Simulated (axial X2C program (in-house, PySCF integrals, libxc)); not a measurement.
**Relativistic diatomic calculation for InSi⁺**

InSi⁺, single determinant with Ω = 1 (not the lowest found). The distance is the PBE0 minimum at charge 1. Computed at this level: expectation values, HF and Kohn-Sham, two-component X2C with atomic mean-field Coulomb and Gaunt terms, In dyall-cv3z, Si dyall-v3z (cores contracted) (axial X2C program (in-house, PySCF integrals, libxc)).

### Log
```
two-component X2C + atomic mean field  PBE0
basis functions 175  fitting functions 949  grid points 5081
iter        total energy     max residual
   1      -6167.834497213     5.96e-06
   2      -6167.834497215     5.30e-06
converged
one-electron -8746.31137246  Coulomb 2626.67393923  exact exchange -44.66791383  xc functional -136.79084649  nuclear repulsion 136.57470530  atomic mean-field constant -3.31300896
```

### Expectation values by level of theory

| quantity | PBE0 | HF | r2SCAN | BP86 | PBE |
| --- | --- | --- | --- | --- | --- |
| effective field for an electron dipole moment (GV/cm) | 3.42 | 18.0 | 2.63 | 2.11 | 2.17 |
| field gradient at the first nucleus (a.u.) | 0.285 | −2.45 | 0.396 | 0.610 | 0.546 |
| field gradient at the second nucleus (a.u.) | 1.36 | 0.277 | 1.36 | 1.32 | 1.32 |
| A∥/gI, first nucleus (MHz) | −432 | −619 | −452 | −397 | −408 |
| A∥/gI, second nucleus (MHz) | −85.9 | 181 | −62.4 | −84.7 | −105 |

Each column comes from one determinant with 2 or more unpaired spinors, which can mix states, in a basis with contracted cores. The levels disagree widely: the effective field runs from 2.11 to 18.0 GV/cm, A∥/gI at the second nucleus runs from −105 to 181 MHz, the field gradient at the first nucleus runs from −2.45 to 0.610 a.u. and the field gradient at the second nucleus runs from 0.277 to 1.36 a.u. They may not all have settled in the same state, and these values aren't reliable properties of the molecule.

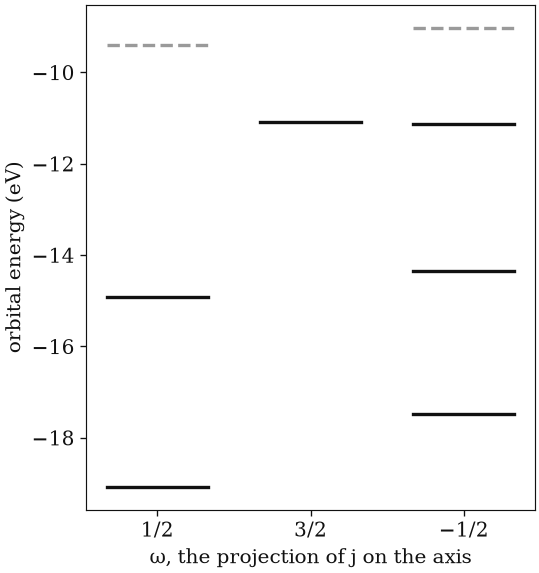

Figure 1. Orbital energies (PBE0) near the frontier at 2.66 Å, filled (solid) and empty (dashed). The highest filled spinor (3/2; 79 % Si p, 15 % In p) lies at −11.08 eV, the lowest empty one (1/2; 48 % Si p, 38 % In p) at −9.40 eV.

### Input
```
{"zs": [49, 14], "q": 1, "bas": ["dyall-cv3z", "dyall-v3z"], "r0": 2.58, "levels": ["PBE0", "HF", "r2SCAN", "BP86", "PBE"], "nst": 3}
```

The line is the task of a batch: nuclear charges, charge, bases, the levels to run, a first guess of the distance and further settings. This report covers the levels named above. The log is that of the reference distance, started from orbitals converged before.

The run was one of a batch that the task file lists, launched with:
```bash
python <driver script> task.json out
```

### Results in brief

```
   quantity                                                                  value
    outcome                        converged; the levels of theory disagree widely
   hardware  1 thread of Arm Neoverse V2, 112 GiB of memory available, shared host
  wall time                                                                  4.3 s
peak memory                                                               0.32 GiB
```
